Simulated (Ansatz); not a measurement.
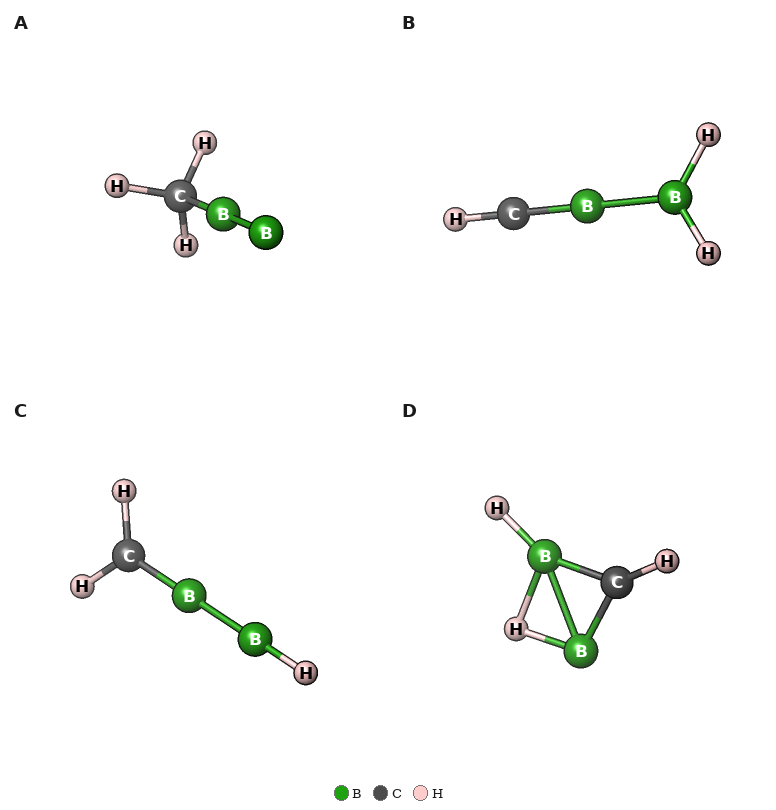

4 stationary structures of one formula. State: neutral, doublet. Geometries: PBE0-D4/def2-TZVP. Electronic energies: UHF-CCSD(T) (frozen core)/def2-TZVPP (Ansatz 0.2.0), without zero-point energy. No frequency run is at hand to confirm each as a minimum.

**Rank them by energy, lowest first.**

D is lowest (Cs); C lies 0.688 eV above it, B lies 1.171 eV above it, A lies 2.309 eV above it (C3v).

The determinant isn't a pure spin state (⟨S²⟩ up to 1.77).
